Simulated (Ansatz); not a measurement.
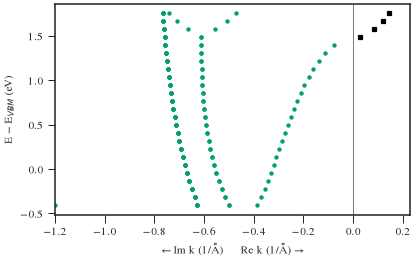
Figure. Complex bands at the centre of the two-dimensional zone; r2SCAN (Ansatz, a quantum-chemistry and plane-wave program)

The gap is the functional's own. No spin-orbit coupling. Mid-gap values are interpolated on the energy grid.

Question: This is AgCl (Fm-3m, rock salt, 2 atoms a cell, 21.3 Å³ an atom) along the normal of (001). Read off the slowest decay at the centre of the two-dimensional zone at 0.77 eV, the computed energy nearest the middle of the gap.

Answer: κ ≈ 0.22 1/Å, a decay length 1/(2κ) of the density of 2.2 Å.
